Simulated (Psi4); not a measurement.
**doublet C4H14N2Si+: levels of theory compared**

Wanted: a comparison of 3 runs (U-r2SCAN/def2-SVP, UM06-L/def2-SVP, UTPSS/def2-SVP) of doublet C4H14N2Si+. 

Program for the calculation: Psi4 1.11.

## 1. The system as given

The species is C4H14N2Si+ (21 atoms), meant as a doublet with charge +1. SMILES of the parent species: `CN(C)[SiH2]N(C)C`. The shape is that of a PBE0-D4/def2-TZVP optimisation. This is one conformer, not always the lowest. That shape belongs to the parent species and isn't relaxed for this state.

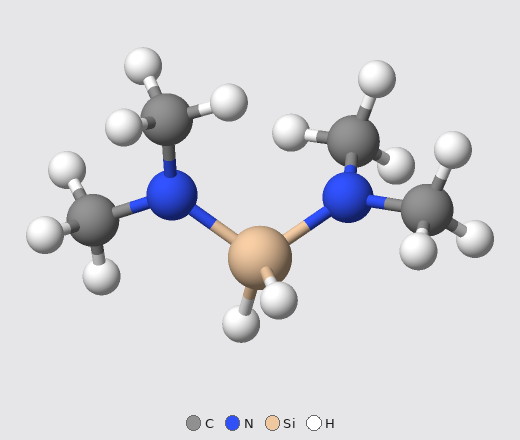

Viewed from a chosen angle; carbon grey, nitrogen blue, silicon light orange, hydrogen white.

## 2. Energy and forces at U-r2SCAN/def2-SVP (density fitting) (run 1)

calc.in reads:

```
memory 1600 MB

molecule {
  1 2
  C      1.061960    -1.916750    -1.628160
  N      0.400570    -0.742520    -1.123120
  C      0.601640     0.434280    -1.930070
  Si    -0.781910    -0.779030     0.116660
  N     -0.570940     0.572760     1.148560
  C     -1.662270     1.318740     1.717630
  C      0.710850     0.873280     1.734350
  H      0.700660    -2.201840    -2.627050
  H      0.897470    -2.763070    -0.958680
  H      2.145370    -1.753060    -1.707170
  H      0.107140     1.294450    -1.473900
  H      1.670160     0.672350    -2.018730
  H      0.205720     0.311870    -2.948790
  H     -0.587450    -2.122430     0.740340
  H     -2.204240    -0.658920    -0.323860
  H     -1.496600     2.399410     1.610240
  H     -1.793680     1.113080     2.790020
  H     -2.597140     1.069760     1.212130
  H      1.497590     0.304170     1.234690
  H      0.743470     0.633920     2.807280
  H      0.951650     1.939540     1.627610
  symmetry c1
}

set {
  basis def2-SVP
  reference uks
  puream true
  e_convergence 1e-09
  d_convergence 1e-08
  scf_type df
  dft_radial_points 99
  dft_spherical_points 590
  maxiter 100
}

e_tot, wfn = gradient('r2scan', return_wfn=True)
oeprop(wfn, 'DIPOLE', 'WIBERG_LOWDIN_INDICES', 'LOWDIN_CHARGES', title='R2SCAN')
```

The run is started by

```console
$ psi4 -i calc.in -o calc.out -n 1
```

calc.out:

```text
[...]
  Running in c1 symmetry.
[...]
  Nuclear repulsion =  414.580952188058120
[...]
  Multiplicity = 2
[...]
  Nalpha       = 33
  Nbeta        = 32
[...]
    Number of basis functions: 172
[...]
   @DF-UKS iter   1:  -558.58578192505718    1.78811e-01   5.71852e-03 DIIS/ADIIS
[...]
   @DF-UKS iter  18:  -559.10314316721815   -4.21778e-11   5.39437e-09 DIIS
[...]
   @S^2 Observed:                7.557150680E-01
[...]
    Orbital Energies [Eh]
    ---------------------
    Alpha Occupied:
       1A    -66.020646     2A    -14.389055     3A    -14.389050
       4A    -10.245808     5A    -10.245790     6A    -10.242631
       7A    -10.242625     8A     -5.408238     9A     -3.754166
      10A     -3.753096    11A     -3.751513    12A     -1.077278
      13A     -1.062169    14A     -0.852542    15A     -0.850615
      16A     -0.795251    17A     -0.761595    18A     -0.682324
      19A     -0.635207    20A     -0.622132    21A     -0.617969
      22A     -0.608610    23A     -0.600750    24A     -0.564769
      25A     -0.532332    26A     -0.530687    27A     -0.517845
      28A     -0.514257    29A     -0.508278    30A     -0.507407
      31A     -0.486338    32A     -0.412463    33A     -0.409039
[...]
  @DF-UKS Final Energy:  -559.10314316721815
   => Energetics <=
    Nuclear Repulsion Energy =            414.5809521880581201
    One-Electron Energy =               -1575.1148585388104948
    Two-Electron Energy =                 662.6628033548165604
    DFT Exchange-Correlation Energy =     -61.2320401712822289
    Empirical Dispersion Energy =           0.0000000000000000
    VV10 Nonlocal Energy =                  0.0000000000000000
    Total Energy =                       -559.1031431672181498
[...]
  -Total Gradient:
     Atom            X                  Y                   Z
    ------   -----------------  -----------------  -----------------
       1       -0.004002761912     0.007301341533    -0.008990939510
       2       -0.005855813837    -0.002417722348     0.029328092344
       3       -0.000187536472    -0.009077790333    -0.003681719412
       4        0.026184702371     0.026083013503    -0.003906827382
       5       -0.006689646273    -0.010081280685    -0.027454639999
       6        0.008572782054    -0.002740142846     0.008309346059
       7       -0.008431122242     0.000487877583     0.004962876830
       8        0.002742946106    -0.002925430709     0.005036764677
       9        0.000102137238     0.004280374864    -0.002317292572
      10       -0.004071212715    -0.001144096216     0.001148306648
      11        0.002241562223    -0.004727797203    -0.001131608825
      12       -0.004252653936    -0.000590012381     0.000719949022
[...]
 Multipole Moments:
 ------------------------------------------------------------------------------------
     Multipole            Electronic (a.u.)      Nuclear  (a.u.)        Total (a.u.)
 ------------------------------------------------------------------------------------
 L = 1.  Multiply by 2.5417464519 to convert [e a0] to [Debye]
 Dipole X            :         -1.6937613            1.9302845            0.2365231
 Dipole Y            :         -1.6875612            1.9232066            0.2356454
 Dipole Z            :          0.2527854           -0.2880740           -0.0352886
 Magnitude           :                                                    0.3357339
[...]
```

It took 4.3 min on 1 thread of Intel Xeon 6975P-C (Granite Rapids), shared host; peak memory 1.4 GiB.

## 3. A single-point energy at UM06-L/def2-SVP (density fitting) (run 2)

c4h14n2si.xyz reads:

```xyz
21
C4H14N2Si
C      1.061960    -1.916750    -1.628160
N      0.400570    -0.742520    -1.123120
C      0.601640     0.434280    -1.930070
Si    -0.781910    -0.779030     0.116660
N     -0.570940     0.572760     1.148560
C     -1.662270     1.318740     1.717630
C      0.710850     0.873280     1.734350
H      0.700660    -2.201840    -2.627050
H      0.897470    -2.763070    -0.958680
H      2.145370    -1.753060    -1.707170
H      0.107140     1.294450    -1.473900
H      1.670160     0.672350    -2.018730
H      0.205720     0.311870    -2.948790
H     -0.587450    -2.122430     0.740340
H     -2.204240    -0.658920    -0.323860
H     -1.496600     2.399410     1.610240
H     -1.793680     1.113080     2.790020
H     -2.597140     1.069760     1.212130
H      1.497590     0.304170     1.234690
H      0.743470     0.633920     2.807280
H      0.951650     1.939540     1.627610
```

c4h14n2si.py reads:

```python
import psi4

psi4.set_memory(1600000000)
psi4.set_num_threads(1)
psi4.set_output_file('run.log', False)

with open('c4h14n2si.xyz') as f:
    atoms = ''.join(f.readlines()[2:])
mol = psi4.geometry('1 2\n' + atoms + 'symmetry c1\nno_reorient\nno_com')

options = {'basis': 'def2-SVP', 'reference': 'uks', 'puream': True, 'e_convergence': 1e-09, 'd_convergence': 1e-08, 'scf_type': 'df', 'dft_radial_points': 99, 'dft_spherical_points': 590, 'maxiter': 100}
psi4.set_options(options)

energy_value, wavefunction = psi4.energy('M06-L', return_wfn=True)
psi4.oeprop(wavefunction, 'MAYER_INDICES', 'DIPOLE', 'LOWDIN_CHARGES')
print('E =', round(energy_value, 9))
```

The run is started by

```console
$ python c4h14n2si.py
```

run.log:

```text
[...]
  Running in c1 symmetry.
[...]
  Nuclear repulsion =  414.580952188058120
[...]
  Multiplicity = 2
[...]
  Nalpha       = 33
  Nbeta        = 32
[...]
    Number of basis functions: 172
[...]
   @DF-UKS iter   1:  -558.77494568592806    3.32004e-02   5.45101e-03 DIIS/ADIIS
[...]
   @DF-UKS iter  21:  -559.25800937748477   -1.03455e-11   8.34125e-10 DIIS
[...]
   @S^2 Observed:                7.544501925E-01
[...]
    Orbital Energies [Eh]
    ---------------------
    Alpha Occupied:
       1A    -66.015845     2A    -14.395013     3A    -14.395008
       4A    -10.258620     5A    -10.258603     6A    -10.255319
       7A    -10.255313     8A     -5.450681     9A     -3.762728
      10A     -3.761451    11A     -3.759674    12A     -1.079875
      13A     -1.064818    14A     -0.847491    15A     -0.845792
      16A     -0.792512    17A     -0.759198    18A     -0.679290
      19A     -0.630373    20A     -0.617654    21A     -0.613927
      22A     -0.604276    23A     -0.596738    24A     -0.562772
      25A     -0.528840    26A     -0.527537    27A     -0.514479
      28A     -0.510630    29A     -0.505177    30A     -0.503499
      31A     -0.485721    32A     -0.410647    33A     -0.407215
[...]
  @DF-UKS Final Energy:  -559.25800937748477
   => Energetics <=
    Nuclear Repulsion Energy =            414.5809521880581201
    One-Electron Energy =               -1575.1754943578569055
    Two-Electron Energy =                 662.7864210836041821
    DFT Exchange-Correlation Energy =     -61.4498882912900868
    Empirical Dispersion Energy =           0.0000000000000000
    VV10 Nonlocal Energy =                  0.0000000000000000
    Total Energy =                       -559.2580093774847683
[...]
 Multipole Moments:
 ------------------------------------------------------------------------------------
     Multipole            Electronic (a.u.)      Nuclear  (a.u.)        Total (a.u.)
 ------------------------------------------------------------------------------------
 L = 1.  Multiply by 2.5417464519 to convert [e a0] to [Debye]
 Dipole X            :         14.3922853          -14.4112971           -0.0190118
 Dipole Y            :         14.3395767          -14.3585359           -0.0189593
 Dipole Z            :         -2.1475801            2.1504138            0.0028337
 Magnitude           :                                                    0.0269987
[...]
```

Standard output:

```text
E = -559.258009377
```

It took 4.3 min on 1 thread of Intel Xeon 6975P-C (Granite Rapids), shared host; peak memory 1.5 GiB.

## 4. Energy and forces at UTPSS/def2-SVP (density fitting) (run 3)

c4h14n2si.json reads:

```json
{
 "schema_name": "qcschema_input",
 "schema_version": 1,
 "molecule": {
  "schema_name": "qcschema_molecule",
  "schema_version": 2,
  "symbols": ["C", "N", "C", "Si", "N", "C", "C", "H", "H", "H", "H", "H", "H", "H", "H", "H", "H", "H", "H", "H", "H"],
  "geometry": [2.00681356, -3.62213255, -3.07677649, 0.75696759, -1.40315944, -2.12238921, 1.13693483, 0.82067026, -3.6473037, -1.47759575, -1.47215334, 0.22045545, -1.07892023, 1.08235954, 2.17046384, -3.14123505, 2.49205743, 3.24585028, 1.34331182, 1.65026003, 3.2774465, 1.32405551, -4.16087457, -4.96440502, 1.69597251, -5.22144556, -1.81164264, 4.05416174, -3.31280328, -3.22608375, 0.20246526, 2.44615598, -2.78526734, 3.15614498, 1.27055736, -3.81484682, 0.38875446, 0.58934889, -5.5724055, -1.11011961, -4.01081142, 1.39903984, -4.16540991, -1.24517834, -0.6120067, -2.82816412, 4.53422776, 3.04291259, -3.38956396, 2.10341635, 5.27237368, -4.90788331, 2.02155342, 2.29059373, 2.83003495, 0.574798, 2.33322595, 1.40495468, 1.19793518, 5.30499036, 1.79835787, 3.66519941, 3.07573714],
  "molecular_charge": 1,
  "molecular_multiplicity": 2,
  "fix_symmetry": "c1",
  "fix_com": true,
  "fix_orientation": true
 },
 "driver": "gradient",
 "model": {
  "method": "tpss",
  "basis": "def2-SVP"
 },
 "keywords": {
  "reference": "uks",
  "puream": true,
  "e_convergence": 1e-09,
  "d_convergence": 1e-08,
  "scf_type": "df",
  "dft_radial_points": 99,
  "dft_spherical_points": 590,
  "maxiter": 100,
  "scf_properties": ["LOWDIN_CHARGES", "DIPOLE", "MAYER_INDICES"]
 }
}
```

The run is started by

```console
$ psi4 --qcschema c4h14n2si.json -n 1 --memory 1600MB
```

stdout, shortened:

```text
[...]
  Running in c1 symmetry.
[...]
  Nuclear repulsion =  414.580952335664222
[...]
  Multiplicity = 2
[...]
  Nalpha       = 33
  Nbeta        = 32
[...]
    Number of basis functions: 172
[...]
   @DF-UKS iter   1:  -558.80380356770934    1.97867e-01   6.04317e-03 ADIIS/DIIS
[...]
   @DF-UKS iter  21:  -559.38045226820805   -3.18323e-12   1.20481e-09 DIIS
[...]
   @S^2 Observed:                7.535894825E-01
[...]
  @DF-UKS Final Energy:  -559.38045226820805
   => Energetics <=
    Nuclear Repulsion Energy =            414.5809523356642217
    One-Electron Energy =               -1575.1434162265286432
    Two-Electron Energy =                 662.7280181034413999
    DFT Exchange-Correlation Energy =     -61.5460064807850600
    Empirical Dispersion Energy =           0.0000000000000000
    VV10 Nonlocal Energy =                  0.0000000000000000
    Total Energy =                       -559.3804522682080460
[...]
 Multipole Moments:
[...]
  -Total Gradient:
     Atom            X                  Y                   Z
    ------   -----------------  -----------------  -----------------
       1       -0.006976322875     0.012453449860    -0.006909749080
       2       -0.005734211833    -0.002797312135     0.027670329572
       3       -0.000990703760    -0.014010524338     0.000216011796
       4        0.031382464214     0.031261585464    -0.004682240644
       5       -0.006820493725    -0.009710774943    -0.025795551897
       6        0.013381758406    -0.006064094569     0.005954761282
       7       -0.013880591512    -0.000808479924     0.001997652251
       8        0.003493507041    -0.002626844294     0.006366628819
       9        0.000710969012     0.005322544836    -0.003661238932
      10       -0.005591221950    -0.001629265618     0.001116602452
      11        0.003090405373    -0.005613046781    -0.001975223454
      12       -0.005788474265    -0.000725572717     0.000657039631
[...]
```

Wall time 5.6 min (1 thread of Intel Xeon 6975P-C (Granite Rapids), shared host); peak memory 1.5 GiB.

## 5. The series

| run | level | task | properties | energy (Eh) | HOMO energy (eV) | LUMO energy (eV) | ⟨S²⟩ | wall time |
| --- | --- | --- | --- | --- | --- | --- | --- | --- |
| 1 | U-r2SCAN/def2-SVP (density fitting) | gradient | (dipole, wiberg, lowdin) | -559.103143 | -10.25 | -10.08 | 0.756 | 4.3 min |
| 2 | UM06-L/def2-SVP (density fitting) | energy | (mayer, dipole, lowdin) | -559.258009 | -10.28 | -10.13 | 0.754 | 4.3 min |
| 3 | UTPSS/def2-SVP (density fitting) | gradient | (lowdin, dipole, mayer) | -559.380452 | -10.20 | -10.06 | 0.754 | 5.6 min |

## 6. Results

| quantity | value |
| --- | --- |
| run 3: total energy | -559.38045 Eh |
| run 3: HOMO energy (highest over α and β) | -10.20 eV |
| run 3: LUMO energy (lowest over α and β) | -10.06 eV |
| run 3: ⟨S²⟩ | 0.754 |
| run 3: largest force on an atom | 2.290 eV/Å |

**Reading.** Totals of different functionals can't be ranked against each other. All runs together took 14 min, the longest 5.6 min.
